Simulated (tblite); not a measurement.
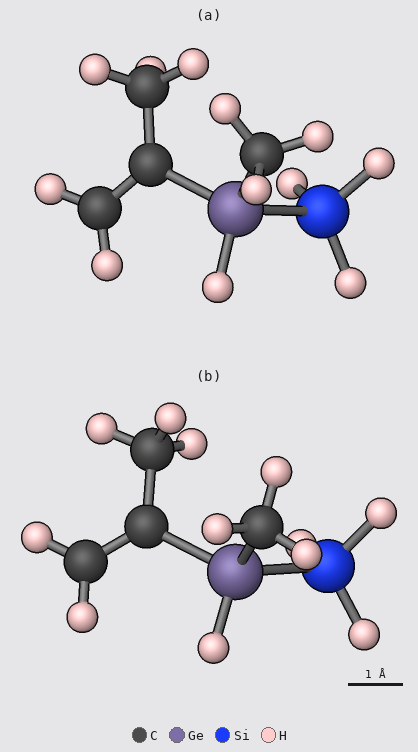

The structure of C4H12GeSi before (top) and after (bottom) a relaxation, at one scale.

A ball-and-stick model, seen from a free direction.

Computed with GFN2-xTB geometry optimisation, gas phase in tblite. 

**Summarise the run.**

The atom that moves furthest after the best rigid fit is an H atom (1.28 Å). Largest moves by element: H 1.28 Å, C 0.47 Å, Si 0.17 Å, Ge 0.10 Å. Some distances before and after: C–Ge 1.918 → 1.986 Å, Ge–Si 2.309 → 2.352 Å, C–Ge 1.945 → 1.977 Å, Ge–H 1.555 → 1.524 Å. Among the angles between lasting bonds that change: C–Ge–H 111.4° → 105.4°, C–C–Ge 116.5° → 122.1°, Si–Ge–H 107.8° → 113.3°. Groups turn about C–Ge by about 60°, C–C by about 50°, C–Ge by about 20°. The energy falls by 0.396 eV in 178 geometry steps.
